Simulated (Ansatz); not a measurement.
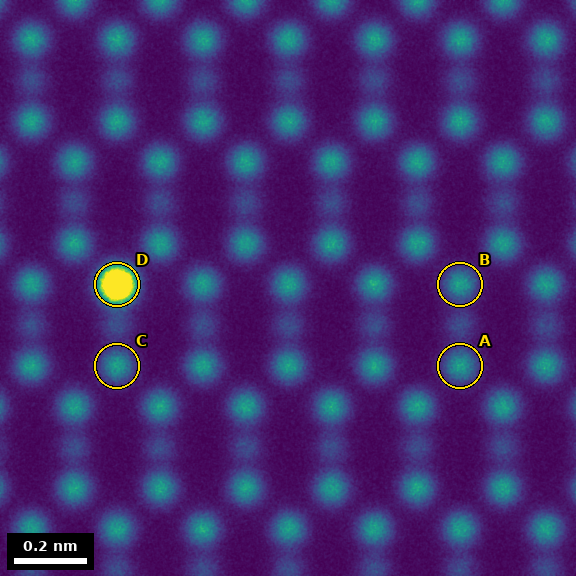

Dark-field STEM-like image of Si₂O (P6/mmm, No. 191) along [101]. Simulated incoherent Z contrast: every atom adds Z^1.7 spread by a probe of 0.72 Å full width; channelling and multiple scattering are left out. The probe carries 15 % of its weight in a tail 2.5 times as wide. Shot noise was added.

The sample is 1 repeat (4.9 Å) thick. One point defect was put into the perfect crystal, without relaxing the atoms around it. Brightness is counted from the darkest point of the image. Host structure: coordinates from a relaxation (final pressure about 5 GPa) with Ansatz 0.2.0, DFT, PAW plane waves, pbe; the starting structure was generated, so it need not be a known form of this composition.

Which ringed column holds the defect, and does it scatter more or less than its equals?

D; it scatters more. The column holds 1 atom (Si) through the sample, and one Si atom is replaced by Ge, so its peak rises to about 410 % of that of its equals.
